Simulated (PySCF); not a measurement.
# C6H8O3: runs on many settings

Which settings matter for C6H8O3 (`CC1=COC=C(CO)O1`)?

Computed with PySCF 2.14.0, with density-fitted response routines of our own, on a single molecule, in the gas phase or a continuum. Atoms are numbered from 0 throughout.

## 1. The molecule as given

17 atoms, charge 0, multiplicity 1; geometry from: GFN2-xTB.

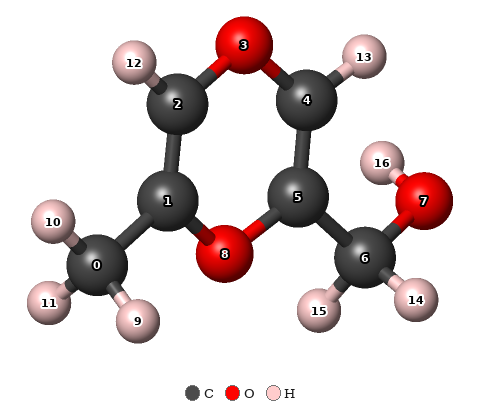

As it starts; carbon dark grey, oxygen red, hydrogen pink, atoms numbered.

## 2. Excited states and response: PBE0/ANO-RCC-VDZP in cyclohexane

Job settings and geometry (Å):

```
{"job": {"kind": "uv", "xc": "PBE0", "basis": "ANO-RCC-VDZP", "solvent": "cyclohexane", "nstates": 6, "ntriplets": 5, "tda": true, "scf": {"level_shift": 0.3}}, "charge": 0, "multiplicity": 1}
C      2.641664     0.134923    -0.764941
C      1.388963    -0.081542     0.012263
C      1.332908    -0.447291     1.283227
O      0.158395    -0.631914     1.999624
C     -0.958558    -0.269249     1.268057
C     -0.930096     0.091232    -0.005368
C     -2.135425     0.482997    -0.814731
O     -3.353909     0.138373    -0.215323
O      0.242884     0.148361    -0.753945
H      2.682346     1.164863    -1.116357
H      3.510221    -0.074270    -0.149546
H      2.646982    -0.514978    -1.638633
H      2.205822    -0.626763     1.884857
H     -1.861758    -0.291080     1.851898
H     -2.156851     1.570836    -0.937168
H     -2.032924     0.035464    -1.815120
H     -3.387661    -0.817933    -0.098702
```

Method: TDA PBE0/ANO-RCC-VDZP, vertical, IEF-PCM cyclohexane (non-equilibrium linear response), core orbitals frozen in the response.

Run with:

```console
> OMP_NUM_THREADS=1 python probes_run.py task.json out
```

The driver reads the jobs from task.json and runs them one after another.

Log:

```text
final grid: 143848 points
cycle   1  E = -458.5106018829  dE =  1.688e+00  |g| = 8.918e-01  |ddm| = 5.913e+00
cycle   2  E = -458.5736344575  dE = -6.303e-02  |g| = 7.881e-01  |ddm| = 1.178e+00
cycle   3  E = -458.6791255224  dE = -1.055e-01  |g| = 1.523e-01  |ddm| = 4.125e-01
cycle   4  E = -458.6836481185  dE = -4.523e-03  |g| = 3.439e-02  |ddm| = 1.121e-01
cycle   5  E = -458.6839170003  dE = -2.689e-04  |g| = 8.988e-03  |ddm| = 3.905e-02
cycle   6  E = -458.6839371530  dE = -2.015e-05  |g| = 3.098e-03  |ddm| = 1.243e-02
cycle   7  E = -458.6839399605  dE = -2.808e-06  |g| = 9.791e-04  |ddm| = 5.260e-03
cycle   8  E = -458.6839403545  dE = -3.940e-07  |g| = 2.976e-04  |ddm| = 2.336e-03
cycle   9  E = -458.6839404169  dE = -6.240e-08  |g| = 1.560e-04  |ddm| = 1.125e-03
cycle  10  E = -458.6839404325  dE = -1.561e-08  |g| = 6.146e-05  |ddm| = 5.678e-04
cycle  11  E = -458.6839404361  dE = -3.554e-09  |g| = 3.451e-05  |ddm| = 3.064e-04
cycle  12  E = -458.6839404371  dE = -1.032e-09  |g| = 1.555e-05  |ddm| = 1.679e-04
cycle  13  E = -458.6839404374  dE = -2.919e-10  |g| = 8.957e-06  |ddm| = 9.330e-05
level shift removed, Fock matrix diagonalised once more
converged SCF energy = -458.6839404374

Static polarisability (au): isotropic 79.200, principal 51.184 91.459 94.957

Singlet excitations
state   eV       nm        f      main configurations
  1   4.4133    280.9   0.00719   H->L 0.96
  2   4.7903    258.8   0.00239   H->L+1 0.90
  3   5.1539    240.6   0.00331   H->L+2 0.88
  4   5.5108    225.0   0.00928   H->L+3 0.83
  5   6.0570    204.7   0.00896   H->L+4 0.76
  6   6.3283    195.9   0.03459   H->L+5 0.78, H-1->L 0.12

Triplet excitations (Tamm-Dancoff, eV): 3.2102 4.4517 4.6566 5.0230 5.3718
```

Run time: 32 s. Hardware: 1 thread of Arm Neoverse V2, shared host; peak memory 0.92 GiB.

The orbitals next to the gap, with their largest atomic shares:

| orbital | eV | atoms |
| --- | --- | --- |
| HOMO−3 | -9.70 | O7 18 %, O8 15 %, O3 15 % |
| HOMO−2 | -8.41 | O7 55 %, C6 12 %, C5 9 % |
| HOMO−1 | -7.69 | C4 20 %, C2 20 %, C5 16 % |
| HOMO | -5.39 | O3 22 %, O8 18 %, C2 14 % |
| LUMO | 0.24 | C4 19 %, C5 18 %, C1 17 % |
| LUMO+1 | 0.45 | H16 12 %, H9 10 %, H15 10 % |
| LUMO+2 | 0.76 | H16 26 %, H10 12 %, H12 9 % |

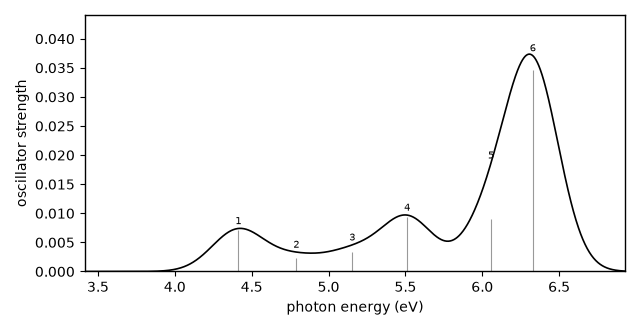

Absorption spectrum from the 6 singlet states computed; above the last one it falls off for lack of states. Lines are broadened to a width of 0.40 eV (Gaussian).

Further results of this job:

| property | computed |
| --- | --- |
| dipole moment (D) | 1.88 |
| polarisability (Å³) | 11.74 |
| HOMO–LUMO gap (eV) | 5.63 |
| −ε(HOMO) (eV) | 5.39 |

## 3. Ultraviolet spectrum: PBE/def2-SVPD in chloroform

Settings changed since step 2:

```diff
@@ -1,2 +1,2 @@
-{"job": {"kind": "uv", "xc": "PBE0", "basis": "ANO-RCC-VDZP", "solvent": "cyclohexane", "nstates": 6, "ntriplets": 5, "tda": true, "scf": {"level_shift": 0.3}}, "charge": 0, "multiplicity": 1}
+{"job": {"kind": "uv", "xc": "PBE", "basis": "def2-SVPD", "solvent": "chloroform", "nstates": 3, "ntriplets": 5, "tda": true, "scf": {"conv": 1e-11, "damp": 0.2}}, "charge": 0, "multiplicity": 1}
 C      2.641664     0.134923    -0.764941
```

Level: TDA PBE/def2-SVPD, vertical, IEF-PCM chloroform (non-equilibrium linear response), core orbitals frozen in the response.

Log, shortened:

```text
damping 0.20 in the first 6 cycles
final grid: 143848 points
cycle   1  E = -458.0626070925  dE =  1.311e+00  |g| = 9.058e-01  |ddm| = 8.054e+00
cycle   2  E = -457.9605426441  dE =  1.021e-01  |g| = 1.184e+00  |ddm| = 2.453e+00
cycle   3  E = -457.7272957986  dE =  2.332e-01  |g| = 1.645e+00  |ddm| = 2.722e+00
cycle   4  E = -456.7768707494  dE =  9.504e-01  |g| = 2.679e+00  |ddm| = 4.624e+00
cycle   5  E = -455.4852287050  dE =  1.292e+00  |g| = 3.669e+00  |ddm| = 6.436e+00
cycle   6  E = -438.7330288160  dE =  1.675e+01  |g| = 7.391e+00  |ddm| = 5.302e+01
cycle   7  E = -371.5641900762  dE =  6.717e+01  |g| = 1.598e+01  |ddm| = 8.951e+01
cycle   8  E = -444.9711106202  dE = -7.341e+01  |g| = 6.970e+00  |ddm| = 8.178e+01
cycle   9  E = -454.9834383927  dE = -1.001e+01  |g| = 3.735e+00  |ddm| = 1.230e+01
cycle  10  E = -456.9290217919  dE = -1.946e+00  |g| = 2.414e+00  |ddm| = 8.578e+00
[... 5 cycles left out ...]
cycle  16  E = -458.2249547192  dE = -1.409e-04  |g| = 1.287e-02  |ddm| = 5.307e-02
cycle  17  E = -458.2249924441  dE = -3.772e-05  |g| = 2.120e-03  |ddm| = 1.915e-02
cycle  18  E = -458.2249930976  dE = -6.536e-07  |g| = 1.381e-03  |ddm| = 5.647e-03
cycle  19  E = -458.2249934232  dE = -3.256e-07  |g| = 6.303e-04  |ddm| = 2.411e-03
cycle  20  E = -458.2249935036  dE = -8.033e-08  |g| = 7.779e-05  |ddm| = 9.917e-04
cycle  21  E = -458.2249935039  dE = -3.399e-10  |g| = 7.170e-05  |ddm| = 2.132e-04
cycle  22  E = -458.2249935048  dE = -8.706e-10  |g| = 2.755e-05  |ddm| = 1.091e-04
cycle  23  E = -458.2249935047  dE =  2.990e-11  |g| = 3.100e-05  |ddm| = 7.511e-05
cycle  24  E = -458.2249935050  dE = -2.290e-10  |g| = 3.890e-06  |ddm| = 4.186e-05
cycle  25  E = -458.2249935050  dE = -3.638e-12  |g| = 2.671e-06  |ddm| = 9.296e-06
converged SCF energy = -458.2249935050

Static polarisability (au): isotropic 103.022, principal 74.409 115.596 119.061

Singlet excitations
state   eV       nm        f      main configurations
  1   3.7905    327.1   0.00506   H->L 0.96
  2   4.3050    288.0   0.00956   H->L+1 0.96
  3   4.4725    277.2   0.00181   H->L+2 0.95

Triplet excitations (Tamm-Dancoff, eV): 2.9599 4.1868 4.3322 4.4892 4.9232
```

It took 43 s on 1 thread of Arm Neoverse V2, shared host; peak memory 0.86 GiB.

This run: HOMO -4.35 eV, LUMO -0.99 eV; lowest singlet 3.79 eV.

## 4. Shielding tensors: revPBE/pcSseg-1

Settings changed since step 3:

```diff
@@ -1,2 +1,2 @@
-{"job": {"kind": "uv", "xc": "PBE", "basis": "def2-SVPD", "solvent": "chloroform", "nstates": 3, "ntriplets": 5, "tda": true, "scf": {"conv": 1e-11, "damp": 0.2}}, "charge": 0, "multiplicity": 1}
+{"job": {"kind": "nmr", "xc": "revPBE", "basis": "pcSseg-1", "pop": false, "scf": {"conv": 1e-06}}, "charge": 0, "multiplicity": 1}
 C      2.641664     0.134923    -0.764941
```

Method: GIAO revPBE/pcSseg-1 NMR shielding, non-relativistic, gas phase.

Log:

```text
final grid: 143848 points
cycle   1  E = -458.7010764461  dE =  1.394e+00  |g| = 9.662e-01  |ddm| = 3.889e+00
cycle   2  E = -458.3179523971  dE =  3.831e-01  |g| = 1.730e+00  |ddm| = 2.753e+00
cycle   3  E = -458.8530563089  dE = -5.351e-01  |g| = 2.875e-01  |ddm| = 2.079e+00
cycle   4  E = -458.8650856517  dE = -1.203e-02  |g| = 1.726e-01  |ddm| = 3.791e-01
cycle   5  E = -458.8714961615  dE = -6.411e-03  |g| = 6.017e-02  |ddm| = 2.050e-01
cycle   6  E = -458.8723385654  dE = -8.424e-04  |g| = 1.568e-02  |ddm| = 6.548e-02
cycle   7  E = -458.8723778292  dE = -3.926e-05  |g| = 7.095e-03  |ddm| = 1.764e-02
cycle   8  E = -458.8723881372  dE = -1.031e-05  |g| = 1.089e-03  |ddm| = 6.989e-03
cycle   9  E = -458.8723883316  dE = -1.944e-07  |g| = 6.357e-04  |ddm| = 1.396e-03
converged SCF energy = -458.8723883316

GIAO shielding tensors (ppm)
atom      isotropic    diamagn.    paramagn.     s11        s22        s33       span
  0 C      164.280     246.280     -82.001    152.552    155.540    184.748     32.196
  1 C       43.901     257.840    -213.939    -31.927     69.631     94.000    125.927
  2 C       57.127     250.707    -193.580    -13.910     87.675     97.617    111.526
  3 O      213.485     395.427    -181.943    148.790    157.127    334.537    185.747
  4 C       57.570     251.626    -194.056    -14.871     81.549    106.031    120.902
  5 C       39.115     260.007    -220.892    -34.475     54.977     96.842    131.317
  6 C      116.003     243.024    -127.020     90.329    104.658    153.023     62.693
  7 O      302.032     384.552     -82.520    261.103    284.895    360.098     98.995
  8 O      196.979     402.743    -205.765    126.722    158.343    305.871    179.149
  9 H       30.142      28.907       1.236     26.152     28.443     35.831      9.679
 10 H       30.537      28.193       2.344     27.231     28.956     35.425      8.194
 11 H       30.147      28.807       1.340     26.215     28.458     35.767      9.552
 12 H       26.429      31.932      -5.502     24.315     26.365     28.608      4.293
 13 H       26.143      32.644      -6.501     23.938     24.986     29.505      5.567
 14 H       27.410      28.268      -0.858     23.782     27.257     31.190      7.408
 15 H       27.558      29.640      -2.082     23.513     28.017     31.144      7.630
 16 H       32.061      32.027       0.035     23.829     29.748     42.608     18.779
```

Run time: 25 s. Hardware: 1 thread of Arm Neoverse V2, shared host; peak memory 0.72 GiB.

The references, computed at this level on geometries of the same kind, shield at (ppm): 1H TMS 31.77, 13C TMS 182.7, 17O H2O 334.0. Their shielding less the atom's gives the shift. The references are single molecules in the gas phase, so shifts against H2O, NH3, PH3, H3PO4 or CFCl3 are not on the usual liquid scales and can be off by tens of ppm. Atoms listed in one row are averaged.

| atoms | environment | σ (ppm) | δ (ppm) |
| --- | --- | --- | --- |
| C5 | alkene carbon bearing oxygen | 39.1 | 143.6 |
| C1 | alkene carbon bearing oxygen | 43.9 | 138.8 |
| C2 | alkene carbon bearing oxygen | 57.1 | 125.6 |
| C4 | alkene carbon bearing oxygen | 57.6 | 125.1 |
| C6 | allylic sp3 CH2 bonded to O | 116.0 | 66.7 |
| C0 | allylic methyl carbon | 164.3 | 18.4 |
| H13 | hydrogen on an alkene carbon bearing oxygen | 26.14 | 5.62 |
| H12 | hydrogen on an alkene carbon bearing oxygen | 26.43 | 5.34 |
| H14, H15 | hydrogen on an allylic sp3 CH2 bonded to O | 27.48 | 4.28 |
| H9, H10, H11 | hydrogen on an allylic methyl carbon | 30.28 | 1.49 |
| H16 | hydrogen on an alcohol oxygen | 32.06 | -0.30 |
| O8 | ether oxygen | 197.0 | 137.0 |
| O3 | ether oxygen | 213.5 | 120.5 |
| O7 | alcohol oxygen | 302.0 | 32.0 |

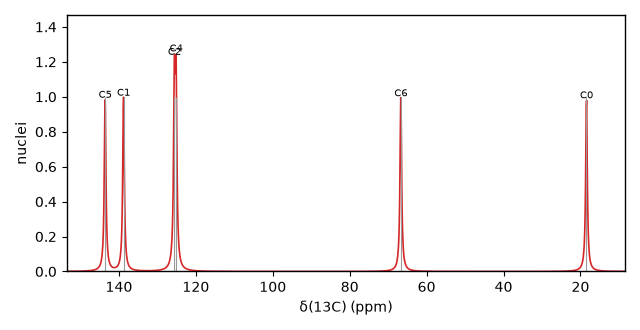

13C lines at the computed shifts, without couplings. Lines are broadened to a width of 0.50 ppm (Lorentzian).

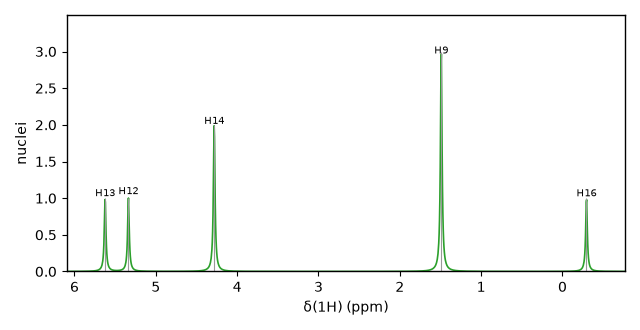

1H lines at the computed shifts, without couplings. Lines are broadened to a width of 0.02 ppm (Lorentzian).

Ring of atoms C1, C2, O3, C4, C5, O8: NICS(0) 8.2, NICS(1) 5.1, NICS(1)zz 20.7 ppm (means of both faces).

## 5. Excited states and response: OPBE/def2-SVPD in methanol

Settings changed since step 4:

```diff
@@ -1,2 +1,2 @@
-{"job": {"kind": "nmr", "xc": "revPBE", "basis": "pcSseg-1", "pop": false, "scf": {"conv": 1e-06}}, "charge": 0, "multiplicity": 1}
+{"job": {"kind": "uv", "xc": "OPBE", "basis": "def2-SVPD", "solvent": "methanol", "nstates": 12, "ntriplets": 2, "tda": true, "grid": 3, "scf": {"conv": 1e-07}}, "charge": 0, "multiplicity": 1}
 C      2.641664     0.134923    -0.764941
```

With the program's defaults for keys left out, this is: TDA OPBE/def2-SVPD, vertical, IEF-PCM methanol (non-equilibrium linear response), core orbitals frozen in the response.

Log:

```text
final grid: 205424 points
cycle   1  E = -458.4077414603  dE =  1.281e+00  |g| = 8.488e-01  |ddm| = 7.345e+00
cycle   2  E = -458.0891468484  dE =  3.186e-01  |g| = 1.528e+00  |ddm| = 3.578e+00
cycle   3  E = -458.5426878811  dE = -4.535e-01  |g| = 1.976e-01  |ddm| = 2.231e+00
cycle   4  E = -458.5495573401  dE = -6.869e-03  |g| = 9.740e-02  |ddm| = 5.338e-01
cycle   5  E = -458.5513674026  dE = -1.810e-03  |g| = 4.847e-02  |ddm| = 2.308e-01
cycle   6  E = -458.5519328400  dE = -5.654e-04  |g| = 1.071e-02  |ddm| = 9.364e-02
cycle   7  E = -458.5519551663  dE = -2.233e-05  |g| = 4.192e-03  |ddm| = 2.170e-02
cycle   8  E = -458.5519588263  dE = -3.660e-06  |g| = 7.909e-04  |ddm| = 7.367e-03
cycle   9  E = -458.5519589494  dE = -1.232e-07  |g| = 3.279e-04  |ddm| = 2.015e-03
cycle  10  E = -458.5519589737  dE = -2.433e-08  |g| = 1.236e-04  |ddm| = 8.034e-04
converged SCF energy = -458.5519589737

Static polarisability (au): isotropic 108.695, principal 79.731 119.274 127.080

Singlet excitations
state   eV       nm        f      main configurations
  1   3.8686    320.5   0.00530   H->L 0.96
  2   4.3711    283.6   0.00577   H->L+1 0.96
  3   4.5289    273.8   0.00132   H->L+2 0.96
  4   4.9674    249.6   0.00323   H->L+3 0.99
  5   5.3189    233.1   0.00407   H->L+5 0.71, H->L+4 0.26
  6   5.4483    227.6   0.01523   H->L+4 0.48, H->L+5 0.27, H-1->L 0.15
  7   5.7345    216.2   0.00090   H->L+6 0.97
  8   5.7926    214.0   0.02428   H-1->L 0.57, H-2->L 0.20, H->L+7 0.18
  9   6.0556    204.7   0.01028   H->L+7 0.54, H-2->L 0.41
 10   6.3474    195.3   0.02175   H->L+8 0.92
 11   6.4930    191.0   0.00403   H-1->L+1 0.97
 12   6.5345    189.7   0.01060   H->L+9 0.89

Triplet excitations (Tamm-Dancoff, eV): 2.9987 4.2516
```

It took 34 s on 1 thread of Arm Neoverse V2, shared host; peak memory 0.94 GiB.

This run: HOMO -4.31 eV, LUMO -0.88 eV; lowest singlet 3.87 eV.

## 6. Nuclear shieldings: BLYP/6-31++G**

Settings changed since step 5:

```diff
@@ -1,2 +1,2 @@
-{"job": {"kind": "uv", "xc": "OPBE", "basis": "def2-SVPD", "solvent": "methanol", "nstates": 12, "ntriplets": 2, "tda": true, "grid": 3, "scf": {"conv": 1e-07}}, "charge": 0, "multiplicity": 1}
+{"job": {"kind": "nmr", "xc": "BLYP", "basis": "6-31++G**", "pop": true}, "charge": 0, "multiplicity": 1}
 C      2.641664     0.134923    -0.764941
```

Method: GIAO BLYP/6-31++G** NMR shielding, non-relativistic, gas phase.

Log:

```text
coarse grid: 14736 points
cycle   1  E = -458.8250645376  dE =  1.417e+00  |g| = 9.840e-01  |ddm| = 8.706e+00
cycle   2  E = -458.2588371238  dE =  5.662e-01  |g| = 1.957e+00  |ddm| = 1.653e+01
cycle   3  E = -459.0025755913  dE = -7.437e-01  |g| = 2.811e-01  |ddm| = 1.480e+01
cycle   4  E = -459.0138417379  dE = -1.127e-02  |g| = 1.717e-01  |ddm| = 1.274e+00
cycle   5  E = -459.0195595370  dE = -5.718e-03  |g| = 8.245e-02  |ddm| = 5.210e-01
cycle   6  E = -459.0212307909  dE = -1.671e-03  |g| = 1.440e-02  |ddm| = 2.322e-01
cycle   7  E = -459.0212720374  dE = -4.125e-05  |g| = 5.983e-03  |ddm| = 7.721e-02
cycle   8  E = -459.0212797200  dE = -7.683e-06  |g| = 1.208e-03  |ddm| = 1.711e-02
final grid: 143848 points
cycle   9  E = -458.9238331355  dE = -4.233e-05  |g| = 1.111e-02  |ddm| = 4.841e-01
cycle  10  E = -458.9237672123  dE =  6.592e-05  |g| = 2.093e-02  |ddm| = 8.946e-02
cycle  11  E = -458.9238595776  dE = -9.237e-05  |g| = 3.301e-03  |ddm| = 5.658e-02
cycle  12  E = -458.9238619205  dE = -2.343e-06  |g| = 6.406e-04  |ddm| = 1.191e-02
cycle  13  E = -458.9238619747  dE = -5.419e-08  |g| = 4.428e-04  |ddm| = 2.337e-03
cycle  14  E = -458.9238620226  dE = -4.794e-08  |g| = 7.615e-05  |ddm| = 1.236e-03
cycle  15  E = -458.9238620237  dE = -1.066e-09  |g| = 2.798e-05  |ddm| = 3.347e-04
cycle  16  E = -458.9238620238  dE = -1.531e-10  |g| = 8.693e-06  |ddm| = 8.901e-05
converged SCF energy = -458.9238620238

GIAO shielding tensors (ppm)
atom      isotropic    diamagn.    paramagn.     s11        s22        s33       span
  0 C      173.126     229.996     -56.871    160.992    166.059    192.325     31.333
  1 C       57.897     282.445    -224.548     -7.170     76.773    104.089    111.259
  2 C       72.579     248.678    -176.098      9.374    100.206    108.158     98.784
  3 O      226.142     390.584    -164.441    170.296    173.956    334.175    163.879
  4 C       72.547     253.363    -180.816      8.290     93.205    116.145    107.854
  5 C       52.891     273.646    -220.754     -9.865     62.406    106.133    115.997
  6 C      126.528     225.321     -98.793    100.402    115.306    163.875     63.472
  7 O      302.908     371.355     -68.448    262.469    286.245    360.009     97.540
  8 O      209.094     415.511    -206.417    144.608    175.634    307.039    162.432
  9 H       30.339      25.137       5.201     26.630     28.671     35.715      9.085
 10 H       30.649      24.805       5.844     27.339     29.499     35.108      7.770
 11 H       30.343      24.545       5.799     26.703     28.665     35.662      8.959
 12 H       26.395      31.947      -5.553     24.343     25.748     29.093      4.750
 13 H       26.067      33.343      -7.276     23.963     24.287     29.950      5.986
 14 H       27.506      25.648       1.858     24.193     27.343     30.982      6.789
 15 H       27.615      24.400       3.215     23.689     28.060     31.096      7.407
 16 H       32.040      27.237       4.803     24.147     29.568     42.405     18.258
```

It took 44 s on 1 thread of Arm Neoverse V2, shared host; peak memory 0.74 GiB.

In short: δ C5 138.3, C1 133.2, C4 118.6, C2 118.6, H13 5.87, H12 5.54 ppm.

## 7. Run by run: electronic excitations

Excitations and ground-state properties, with basis size and wall time:

| run | lowest singlet (eV) | brightest (eV) | f | gap (eV) | α (Å³) | μ (D) | functions | time |
| --- | --- | --- | --- | --- | --- | --- | --- | --- |
| PBE0/ANO-RCC-VDZP in cyclohexane | 4.41 | 6.33 | 0.035 | 5.63 | 11.74 | 1.88 | 166 | 32 s |
| PBE/def2-SVPD in chloroform | 3.79 | 4.30 | 0.010 | 3.36 | 15.27 | 1.99 | 253 | 43 s |
| OPBE/def2-SVPD in methanol | 3.87 | 5.79 | 0.024 | 3.44 | 16.11 | 2.06 | 253 | 34 s |

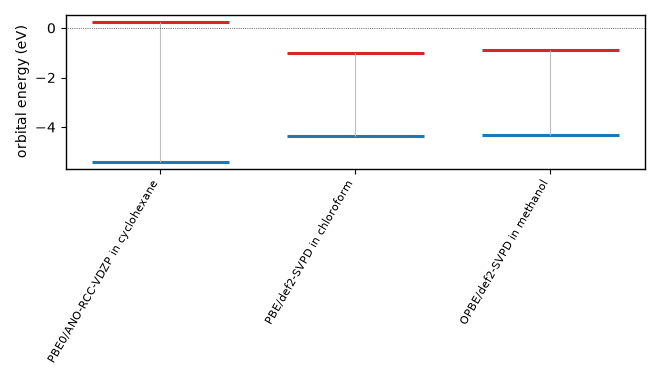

HOMO (blue) and LUMO (red) run by run.

## 8. Side by side: NMR shifts

Shifts (ppm) of some atoms, chosen among heavy atoms and hydrogens apart, with basis size and wall time:

| run | C1 | C2 | C4 | H13 | H12 | O8 | O3 | functions | time |
| --- | --- | --- | --- | --- | --- | --- | --- | --- | --- |
| revPBE/pcSseg-1 | 138.8 | 125.6 | 125.1 | 5.62 | 5.34 | 137.0 | 120.5 | 193 | 25 s |
| BLYP/6-31++G** | 133.2 | 118.6 | 118.6 | 5.87 | 5.54 | 125.4 | 108.4 | 210 | 44 s |

## 9. What came out

| quantity | value |
| --- | --- |
| lowest singlet (PBE0/ANO-RCC-VDZP) | 4.41 eV (281 nm), f = 0.007 |
| brightest single state of those computed | state 6, 6.33 eV, f = 0.035 |
| lowest triplet | 3.21 eV |
| 13C shifts against TMS (revPBE/pcSseg-1) | 143.6, 138.8, 125.6, 125.1, 66.7, 18.4 ppm |
| 1H shifts against TMS (revPBE/pcSseg-1, means over atoms taken as alike) | 5.62, 5.34, 4.28, 1.49, -0.30 ppm |
| 17O shifts against H2O (revPBE/pcSseg-1) | 137.0, 120.5, 32.0 ppm |
| range of the lowest singlet | 3.79 to 4.41 eV |
| range of the shift of O3 | 108.4 to 120.5 ppm |

In words: Single values in the summary come from the first sound run of each kind (PBE0/ANO-RCC-VDZP; revPBE/pcSseg-1), which need not be the best level. The first singlet state (HOMO→LUMO 0.96) lies at 4.41 eV and is weak; of the 6 states computed, the strongest absorption comes from state 6 at 6.33 eV (the last computed, so partners may be missing). The lowest triplet lies 1.20 eV below the lowest singlet. NICS(1)zz of 21 ppm above the planar ring from C1 marks a paratropic (antiaromatic) ring current. The lowest singlet runs from 3.79 eV (PBE/def2-SVPD in chloroform) to 4.41 eV (PBE0/ANO-RCC-VDZP in cyclohexane), while the orbital gap spans 3.36 to 5.63 eV. The lowest state need not be the same one in every run. The runs solved for a few states only, so the brightest column depends on that window. In ppm, O3 moves most: its shift spreads over 12.1 ppm, from 108.4 (BLYP/6-31++G**) to 120.5 (revPBE/pcSseg-1).
